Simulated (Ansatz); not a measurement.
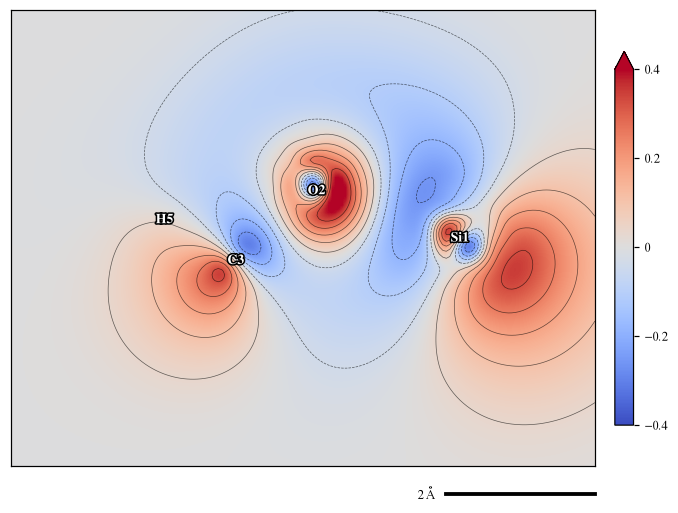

*H2Si···CH4O. One frontier orbital on the plane of atoms O2, C3 and H5 (values in Å⁻³ᐟ²; the overall sign is arbitrary).*

Method: Ansatz, RKS PBE-D4/def2-SVP.

```yaml
atoms:
  - { symbol: Si, position_ang: [0.0513, 0.2165, -0.6991] }
  - { symbol: O, position_ang: [0.8567, -0.0123, 1.1602] }
  - { symbol: C, position_ang: [0.0297, -0.3500, 2.2929] }
  - { symbol: H, position_ang: [-0.4541, -1.3386, 2.1541] }
  - { symbol: H, position_ang: [0.6378, -0.3307, 3.2206] }
  - { symbol: H, position_ang: [-0.7513, 0.4299, 2.3379] }
  - { symbol: H, position_ang: [1.6079, -0.6326, 1.0855] }
  - { symbol: H, position_ang: [-0.8836, 1.2926, -0.0959] }
  - { symbol: H, position_ang: [-0.9644, -0.9189, -0.3776] }
```

### Which orbital is it: HOMO or LUMO?

The LUMO, at −1.36 eV. Its weight (Hirshfeld) is mainly on Si1 (about 50 %), H7 (about 15 %), O2 (about 15 %) and C3 (about 10 %).
